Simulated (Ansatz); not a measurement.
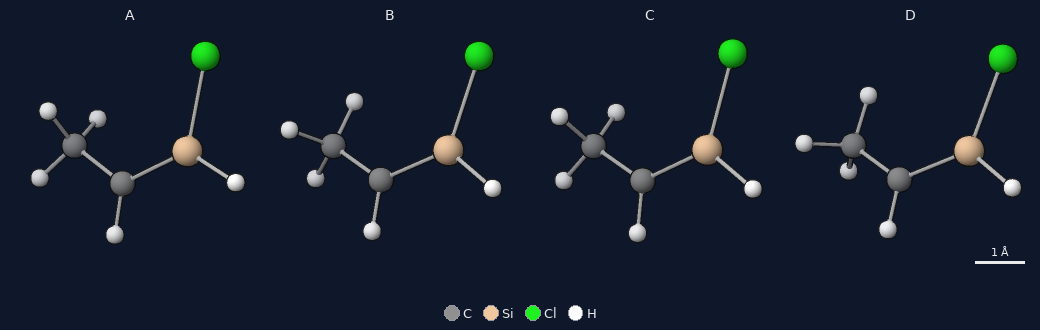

4 geometries from one relaxation of C2H5ClSi, in shuffled order. The picture is a ball-and-stick view, seen from a free direction.

The run prepares an end point of a later path (torsion) calculation, from a guessed geometry.

The calculation used RKS PBE-D4/def2-SVP in Ansatz 0.2.0. (no spin polarisation; force threshold 0.015 eV/Å; at most 40 steps)

**Order the frames from highest to lowest energy.**

A, C, B, D. They are steps 0, 5, 9, 15, at +20.0 kJ/mol, +7.80 kJ/mol, +4.03 kJ/mol relative to the last. An H atom moves most after the best rigid fit: 0.85 Å. Largest moves by element: H 0.85 Å, Cl 0.57 Å, C 0.16 Å, Si 0.08 Å. Some distances before and after: Cl–Si 2.020 → 2.069 Å, H–Si 1.448 → 1.490 Å, C–Si 1.753 → 1.721 Å, C–H 1.086 → 1.113 Å. Bond angles that change, for instance: C–Si–H 130.5° → 125.4°, Si–C–H 118.7° → 113.7°, Cl–Si–H 107.9° → 112.0°. Groups turn about C–C by about 60°. The energy falls by 20.0 kJ/mol in 12 accepted moves (15 points after the start). The largest force component goes from 1.3 to 0.0052 eV/Å. The line search rejected the trial steps at points 6, 11, 14 of the run.
